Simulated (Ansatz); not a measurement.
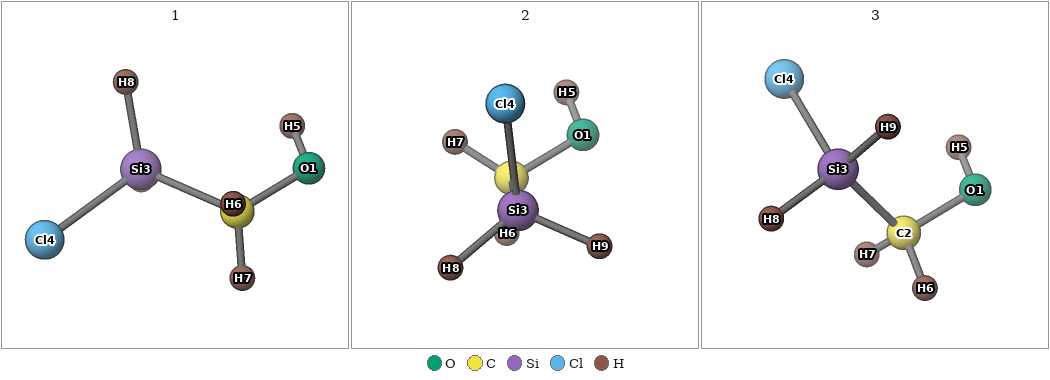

CH5ClOSi, SMILES OC[SiH2]Cl. The first coordinate is: dihedral H5–O1–C2–Si3; the second: dihedral O1–C2–Si3–Cl4. Nothing is relaxed (all other coordinates rigid). The scan uses a 10 × 10 grid. Points are written as (first, second). All energies are given in meV relative to the lowest grid point. These are results of Ansatz 0.2.0, RKS PBE0-D4/def2-TZVP, not measurements.

The numbered pictures are structures from this grid.

Which is the most stable, and how do the others follow?

3, at (−72°, 72°): 0 meV; 2, at (−144°, 72°): 81 meV; 1, at (0°, −180°): 150 meV.

The map, with the structures marked:

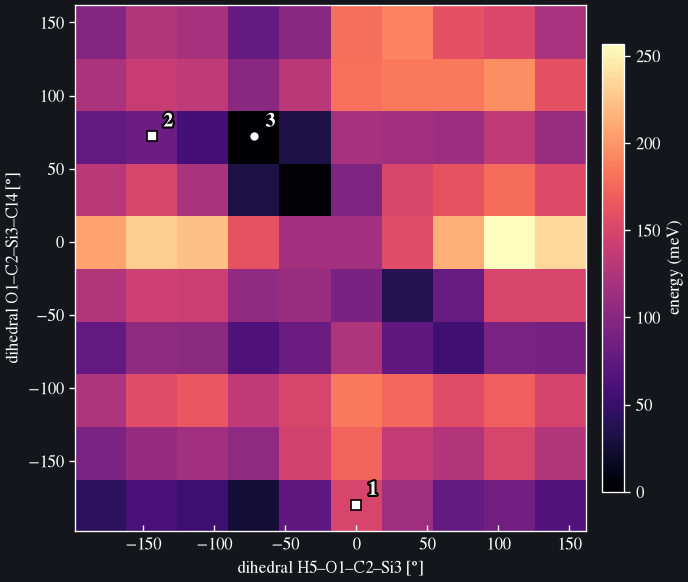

Drawn: one coloured cell a grid point.
